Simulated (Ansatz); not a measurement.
# Molecular dynamics, with input and output: SiH₅F (part 4 of 4)

SiH₅F; UKS LDA/def2-mTZVP (Ansatz 0.2.0). It belongs to a series of runs on one base structure; here: dynamics from the start.

Geometry of the input (Å):
```
Si -0.4014  0.3825  -0.1037
H  0.6961  -0.9787  -0.7804
H  -1.0119  0.5932  -1.4257
H  -1.4599  -0.1106  0.7501
H  0.3415  1.5874  0.1880
H  1.0044  -1.0017  0.1496
F  0.8311  -0.4720  1.2220
```

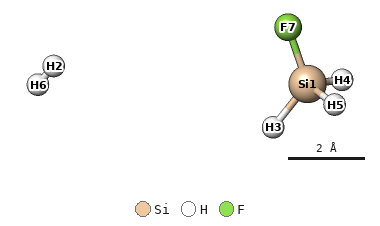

The geometry at step 125 of the log (ball-and-stick view, seen at a tilt; atoms are numbered from 1 in the order of the input).

## Trajectory as extended XYZ, continued
```
7
Properties=species:S:1:pos:R:3:forces:R:3 step=99 time_fs=49.5 energy=-10625.88551 temperature=2955.7
Si   -0.4352    0.5070    0.1303    0.4905  -1.0251   2.9437
H     2.0666   -3.2643   -2.7306    0.2963  -1.2993  -0.9421
H    -0.0712   -0.1146   -1.0708    0.3080  -0.6531  -1.7837
H    -1.9677    0.2304    0.4531    1.4210   0.0117   0.0663
H    -0.3468    2.0264    0.0228    0.3858  -0.5349   0.3877
H     2.2166   -3.9229   -3.2098   -0.2974   1.3013   0.9442
F     0.7576   -0.3836    1.1635   -2.6042   2.1995  -1.6162
7
Properties=species:S:1:pos:R:3:forces:R:3 step=102 time_fs=51.0 energy=-10625.83365 temperature=2874.8
Si   -0.4323    0.5091    0.1358   -0.0709  -0.5070   2.9717
H     2.1536   -3.4079   -2.8165    0.1186  -0.6357  -0.5233
H    -0.1618   -0.0461   -1.1167    0.4542  -0.7751  -1.7954
H    -2.0041    0.2322    0.4444    1.7684   0.0388   0.1115
H    -0.3856    2.0633    0.0032    0.4663  -0.9697   0.5266
H     2.2664   -4.0141   -3.3179   -0.1193   0.6369   0.5247
F     0.7548   -0.3799    1.1696   -2.6173   2.2118  -1.8158
7
Properties=species:S:1:pos:R:3:forces:R:3 step=104 time_fs=52.0 energy=-10625.86065 temperature=2914.9
Si   -0.4303    0.5102    0.1407   -0.1526  -0.5471   2.2712
H     2.2133   -3.5122   -2.8806   -0.0492   0.3233   0.2952
H    -0.2170   -0.0095   -1.1688    0.4196  -0.5700  -1.1354
H    -2.0076    0.2338    0.4399    1.8032   0.0218   0.1763
H    -0.4059    2.0768   -0.0037    0.5273  -1.1010   0.6003
H     2.2979   -4.0664   -3.3832    0.0487  -0.3224  -0.2942
F     0.7512   -0.3760    1.1725   -2.5971   2.1955  -1.9134
7
Properties=species:S:1:pos:R:3:forces:R:3 step=107 time_fs=53.5 energy=-10625.89430 temperature=2968.9
Si   -0.4274    0.5116    0.1495   -0.0694  -0.8140   0.8040
H     2.3017   -3.6604   -2.9688   -0.1113   1.2326   1.3030
H    -0.2922    0.0359   -1.2644    0.3961  -0.1979   0.2099
H    -1.9809    0.2365    0.4366    1.5775  -0.0537   0.3086
H    -0.4268    2.0774   -0.0032    0.6143  -1.0693   0.6695
H     2.3462   -4.1531   -3.4890    0.1110  -1.2320  -1.3023
F     0.7434   -0.3682    1.1750   -2.5181   2.1343  -1.9928
7
Properties=species:S:1:pos:R:3:forces:R:3 step=109 time_fs=54.5 energy=-10625.95848 temperature=3066.0
Si   -0.4255    0.5121    0.1558    0.1179  -0.9858  -0.0602
H     2.3594   -3.7459   -3.0136   -0.0285   0.6696   0.7848
H    -0.3377    0.0633   -1.3275    0.4367  -0.0408   0.9580
H    -1.9440    0.2377    0.4379    1.2137  -0.1422   0.4193
H    -0.4335    2.0650    0.0050    0.6621  -0.8995   0.6835
H     2.3797   -4.2242   -3.5735    0.0282  -0.6691  -0.7843
F     0.7366   -0.3616    1.1755   -2.4301   2.0676  -2.0011
7
Properties=species:S:1:pos:R:3:forces:R:3 step=112 time_fs=56.0 energy=-10625.98440 temperature=3106.0
Si   -0.4226    0.5124    0.1651    0.7072  -1.2015  -0.9886
H     2.4454   -3.8650   -3.0704   -0.0173  -0.5380  -0.7247
H    -0.3977    0.1038   -1.4036    0.5359   0.0448   1.6547
H    -1.8687    0.2366    0.4478    0.2813  -0.3441   0.6288
H    -0.4316    2.0312    0.0296    0.7089  -0.4207   0.6557
H     2.4304   -4.3400   -3.7107    0.0170   0.5384   0.7251
F     0.7241   -0.3497    1.1742   -2.2331   1.9211  -1.9509
7
Properties=species:S:1:pos:R:3:forces:R:3 step=114 time_fs=57.0 energy=-10625.94674 temperature=3049.5
Si   -0.4204    0.5120    0.1709    1.2906  -1.3316  -1.4087
H     2.5026   -3.9491   -3.1147   -0.0724  -0.8743  -1.2846
H    -0.4315    0.1312   -1.4354    0.6002   0.0361   1.8745
H    -1.8139    0.2321    0.4617   -0.5627  -0.5185   0.7978
H    -0.4218    2.0029    0.0539    0.7192   0.0295   0.6119
H     2.4644   -4.4124   -3.7957    0.0722   0.8747   1.2850
F     0.7143   -0.3406    1.1722   -2.0471   1.7842  -1.8758
7
Properties=species:S:1:pos:R:3:forces:R:3 step=117 time_fs=58.5 energy=-10625.96651 temperature=3081.1
Si   -0.4161    0.5106    0.1787    2.0183  -1.4803  -1.8031
H     2.5869   -4.0905   -3.2040   -0.1136  -0.6714  -1.1254
H    -0.4712    0.1729   -1.4495    0.6734  -0.0312   1.9325
H    -1.7443    0.2154    0.4972   -1.7296  -0.7499   1.0269
H    -0.3944    1.9626    0.1011    0.6991   0.7600   0.5361
H     2.5168   -4.5059   -3.9004    0.1135   0.6716   1.1256
F     0.6977   -0.3252    1.1673   -1.6610   1.5013  -1.6927
7
Properties=species:S:1:pos:R:3:forces:R:3 step=119 time_fs=59.5 energy=-10626.07177 temperature=3242.9
Si   -0.4125    0.5090    0.1831    1.9661  -1.4856  -1.8488
H     2.6419   -4.1930   -3.2771   -0.0394  -0.1619  -0.2997
H    -0.4897    0.2003   -1.4358    0.7024  -0.1014   1.8090
H    -1.7168    0.1956    0.5329   -2.0080  -0.7771   1.0584
H    -0.3677    1.9438    0.1391    0.6586   1.1151   0.4955
H     2.5530   -4.5598   -3.9566    0.0393   0.1621   0.2999
F     0.6856   -0.3140    1.1630   -1.3190   1.2489  -1.5144
7
Properties=species:S:1:pos:R:3:forces:R:3 step=122 time_fs=61.0 energy=-10626.29466 temperature=3587.4
Si   -0.4058    0.5057    0.1886    0.8034  -1.1556  -1.3935
H     2.7243   -4.3479   -3.3882    0.2536   0.6331   1.4128
H    -0.5049    0.2395   -1.3837    0.7059  -0.2431   1.3278
H    -1.7104    0.1526    0.6048   -1.3825  -0.5115   0.7691
H    -0.3161    1.9357    0.2049    0.5400   1.1526   0.4398
H     2.6073   -4.6398   -4.0395   -0.2536  -0.6330  -1.4127
F     0.6662   -0.2960    1.1551   -0.6668   0.7576  -1.1434
7
Properties=species:S:1:pos:R:3:forces:R:3 step=125 time_fs=62.5 energy=-10626.53153 temperature=3949.6
Si   -0.3985    0.5015    0.1931   -0.9077  -0.2443  -0.2218
H     2.8116   -4.4912   -3.4727    0.2372   0.3679   1.0363
H    -0.5050    0.2733   -1.3038    0.6393  -0.4332   0.3410
H    -1.7328    0.0989    0.6928   -0.2065  -0.0282   0.1853
H    -0.2530    1.9515    0.2801    0.3277   0.5818   0.3224
H     2.6568   -4.7314   -4.1490   -0.2372  -0.3679  -1.0362
F     0.6461   -0.2772    1.1459    0.1473   0.1238  -0.6269
7
Properties=species:S:1:pos:R:3:forces:R:3 step=127 time_fs=63.5 energy=-10626.54700 temperature=3972.2
Si   -0.3940    0.4986    0.1959   -1.9016   0.6191   0.8763
H     2.8727   -4.5816   -3.5157   -0.0583  -0.0679  -0.2258
H    -0.4973    0.2909   -1.2452    0.5487  -0.5798  -0.6427
H    -1.7519    0.0621    0.7545    0.4437   0.2782  -0.2219
H    -0.2068    1.9698    0.3342    0.1396   0.0543   0.1828
H     2.6868   -4.7975   -4.2353    0.0583   0.0680   0.2260
F     0.6327   -0.2645    1.1393    0.7697  -0.3720  -0.1946
7
Properties=species:S:1:pos:R:3:forces:R:3 step=130 time_fs=65.0 energy=-10626.26377 temperature=3539.2
Si   -0.3885    0.4947    0.2008   -3.0285   1.9843   2.4776
H     2.9624   -4.7191   -3.5869   -0.4251  -0.3268  -1.4337
H    -0.4763    0.3065   -1.1722    0.3843  -0.7667  -2.2407
H    -1.7715    0.0126    0.8420    1.0141   0.6156  -0.7234
H    -0.1355    1.9967    0.4181   -0.1688  -0.6326  -0.0958
H     2.7337   -4.8948   -4.3581    0.4251   0.3269   1.4339
F     0.6135   -0.2459    1.1293    1.7989  -1.2006   0.5821
7
Properties=species:S:1:pos:R:3:forces:R:3 step=132 time_fs=66.0 energy=-10626.06147 temperature=3228.6
Si   -0.3861    0.4929    0.2051   -3.6267   2.7541   2.9067
H     3.0177   -4.8144   -3.6499   -0.4746  -0.2713  -1.4817
H    -0.4574    0.3080   -1.1480    0.3060  -0.7990  -2.8151
H    -1.7731   -0.0135    0.8924    1.1574   0.7565  -0.9640
H    -0.0896    2.0081    0.4733   -0.3640  -0.9244  -0.2951
H     2.7696   -4.9561   -4.4244    0.4746   0.2714   1.4818
F     0.6017   -0.2342    1.1230    2.5274  -1.7873   1.1674
7
Properties=species:S:1:pos:R:3:forces:R:3 step=135 time_fs=67.5 energy=-10625.95110 temperature=3055.1
Si   -0.3849    0.4920    0.2133   -4.3593   3.5055   1.8990
H     3.0927   -4.9616   -3.7688   -0.1456  -0.0458  -0.4068
H    -0.4237    0.2963   -1.1610    0.2514  -0.6278  -2.2147
H    -1.7549   -0.0389    0.9502    1.1062   0.8634  -1.1873
H    -0.0277    2.0082    0.5502   -0.6100  -1.0833  -0.5648
H     2.8313   -5.0437   -4.4994    0.1455   0.0459   0.4068
F     0.5866   -0.2185    1.1147    3.6118  -2.6579   2.0678
7
Properties=species:S:1:pos:R:3:forces:R:3 step=137 time_fs=68.5 energy=-10625.91668 temperature=3001.0
Si   -0.3859    0.4929    0.2196   -4.6472   3.7312   0.4969
H     3.1406   -5.0607   -3.8545    0.3344   0.0510   0.8659
H    -0.3982    0.2807   -1.1971    0.2048  -0.4070  -1.1501
H    -1.7295   -0.0456    0.9749    0.9196   0.8708  -1.2439
H     0.0065    1.9955    0.5951   -0.7327  -1.0178  -0.7071
H     2.8746   -5.1012   -4.5431   -0.3344  -0.0509  -0.8659
F     0.5788   -0.2097    1.1105    4.2556  -3.1773   2.6042
7
Properties=species:S:1:pos:R:3:forces:R:3 step=140 time_fs=70.0 energy=-10625.85732 temperature=2910.8
Si   -0.3904    0.4966    0.2293   -4.5649   3.7236  -1.5527
H     3.2193   -5.2086   -3.9653    0.6672  -0.0477   1.5376
H    -0.3566    0.2508   -1.2687    0.0698  -0.0583   0.4090
H    -1.6759   -0.0402    0.9896    0.3976   0.7724  -1.1658
H     0.0446    1.9588    0.6495   -0.8416  -0.6883  -0.8440
H     2.9326   -5.1881   -4.6261   -0.6672   0.0478  -1.5376
F     0.5711   -0.1995    1.1066    4.9392  -3.7494   3.1535
7
Properties=species:S:1:pos:R:3:forces:R:3 step=142 time_fs=71.0 energy=-10625.84872 temperature=2895.3
Si   -0.3954    0.5007    0.2352   -4.0803   3.5084  -2.5559
H     3.2793   -5.3076   -4.0218    0.2309  -0.0452   0.4958
H    -0.3278    0.2297   -1.3136   -0.0472   0.1342   1.1291
H    -1.6347   -0.0273    0.9854   -0.1370   0.6144  -0.9776
H     0.0600    1.9258    0.6758   -0.8541  -0.3241  -0.8732
H     2.9637   -5.2456   -4.6990   -0.2310   0.0452  -0.4958
F     0.5691   -0.1950    1.1060    5.1187  -3.9329   3.2776
7
Properties=species:S:1:pos:R:3:forces:R:3 step=145 time_fs=72.5 energy=-10625.75501 temperature=2751.9
Si   -0.4054    0.5091    0.2422   -2.6976   2.8846  -3.5136
H     3.3717   -5.4563   -4.1011   -0.5436   0.1863  -1.0649
H    -0.2858    0.2008   -1.3596   -0.2215   0.3441   1.7229
H    -1.5775    0.0024    0.9626   -1.2076   0.2236  -0.4705
H     0.0680    1.8718    0.6997   -0.7667   0.4061  -0.8078
H     3.0081   -5.3318   -4.8136    0.5435  -0.1863   1.0649
F     0.5709   -0.1921    1.1082    4.8935  -3.8584   3.0690
7
Properties=species:S:1:pos:R:3:forces:R:3 step=147 time_fs=73.5 energy=-10625.69482 temperature=2660.7
Si   -0.4133    0.5159    0.2455   -1.4961   2.2775  -3.8302
H     3.4278   -5.5535   -4.1646   -0.7576   0.3202  -1.4074
H    -0.2602    0.1854   -1.3704   -0.3219   0.4364   1.8715
H    -1.5524    0.0253    0.9411   -1.9659  -0.0906  -0.0528
H     0.0640    1.8396    0.7059   -0.6413   0.9583  -0.6945
H     3.0431   -5.3910   -4.8795    0.7576  -0.3202   1.4074
F     0.5753   -0.1926    1.1116    4.4253  -3.5817   2.7060
7
Properties=species:S:1:pos:R:3:forces:R:3 step=150 time_fs=75.0 energy=-10625.78988 temperature=2807.9
Si   -0.4259    0.5275    0.2480    0.0956   1.1201  -3.6394
H     3.4989   -5.6937   -4.2840   -0.5076   0.2708  -0.8712
H    -0.2278    0.1702   -1.3531   -0.4321   0.5083   1.8069
H    -1.5514    0.0575    0.9088   -2.6100  -0.4007   0.3565
H     0.0470    1.8101    0.7032   -0.4164   1.6657  -0.4779
H     3.1087   -5.4857   -4.9540    0.5075  -0.2708   0.8712
F     0.5859   -0.1966    1.1192    3.3630  -2.8935   1.9539
```
